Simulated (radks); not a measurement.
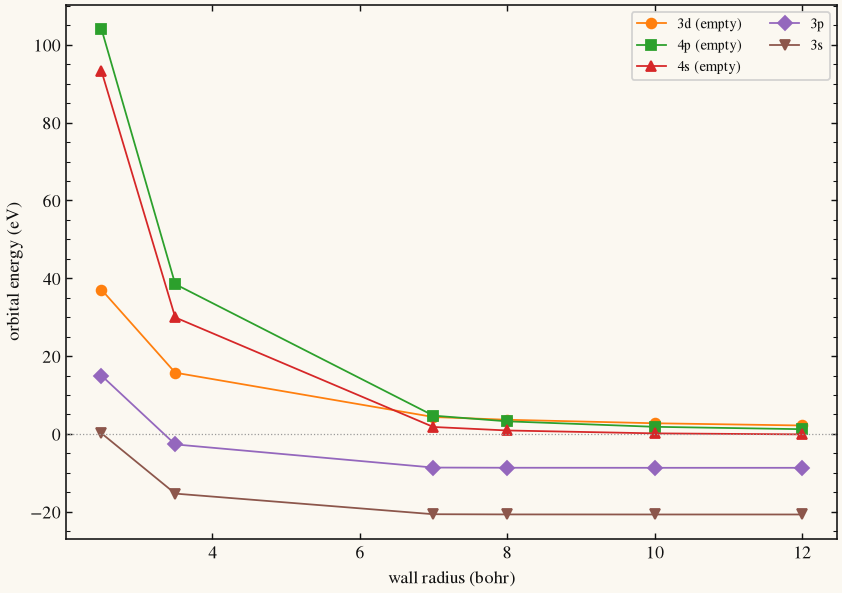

Atomic chlorine (Cl) in the configuration [Ne] 3s2 3p5. It is put inside a hard spherical wall of varying radius. Theory: scalar-relativistic Kohn-Sham, LDA (Slater exchange, Perdew-Wang correlation), spin-unpolarised, spherical densities, finite nucleus (computed with the in-house radial solver radks). The plot shows the outer orbital energies.

Q: How do the levels move, and do any cross?

A: The levels rise as the wall closes in: 3p goes from −8.70 eV at 12 bohr to 15.0 eV at 2.5 bohr and passes zero between 3.5 and 2.5 bohr. On compression 3d drops below 4p between 8 and 7 bohr and 3d drops below 4s between 7 and 3.5 bohr; in each crossing pair the level of higher l rises less. The fastest to rise is 4p (by 102.8 eV), the slowest 3s (by 20.9 eV): the wall presses hardest on the most extended orbitals.
